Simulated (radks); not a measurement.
**Shell filling in a parabolic well with ω = 0.802 hartree*, with a point charge of +1 at the centre, N = 13 to 16**

Which level does each new electron take in a parabolic well with ω = 0.802 hartree*, with a point charge of +1 at the centre, and at which counts is the dot hardest to charge further? Each count tries a few candidate levels and keeps the lowest.

Program: radks, version 2. Model: non-relativistic spin-polarised Kohn-Sham, LDA (Slater exchange, Perdew-Wang correlation), spherically averaged shells. All values are calculated.

**1. The model**

| Item | Value |
| --- | --- |
| well | a parabolic well with ω = 0.802 hartree*, with a point charge of +1 at the centre |
| functional | LDA (Slater exchange, Perdew-Wang correlation) |
| levels | named by radial order: 1s, 1p, 1d, 2s, 1f and so on |
| units | effective atomic units, hartree* and bohr* |
| configuration carried in | 1s2 1p6 1d(up 2, down 0) 2s2 (N = 12, energy 46.605902) |

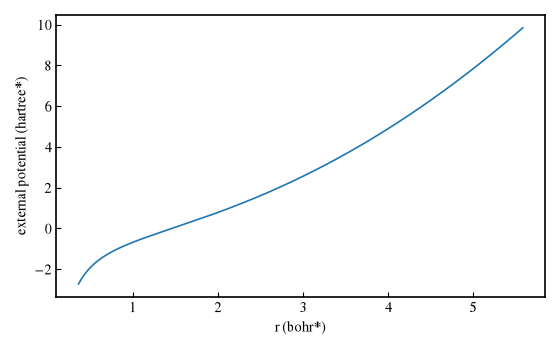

The external potential that the electrons feel.

After this run come: Electron number 13; 14 electrons; N = 15; 16 electrons.

Q: Predict the outcome of this session. Wanted: closed shells at N; largest addition energy; most unpaired electrons; configuration at N = 16.

**Answer**, as computed:

```
               quantity                                       value
     closed shells at N                          none in this range
largest addition energy  0.393 hartree* at N = 15 (of N = 13 to 15)
most unpaired electrons                                 5 at N = 15
configuration at N = 16                1s2 1p6 1d(up 5, down 1) 2s2
```

No closed-shell configuration falls in this range; the second difference peaks at N = 15, where a shell is half full. The largest moment in range is 5, first at N = 15: exchange favours parallel spins in open shells. The model keeps every shell spherical, so real clusters and dots, which can deform, may order levels otherwise.
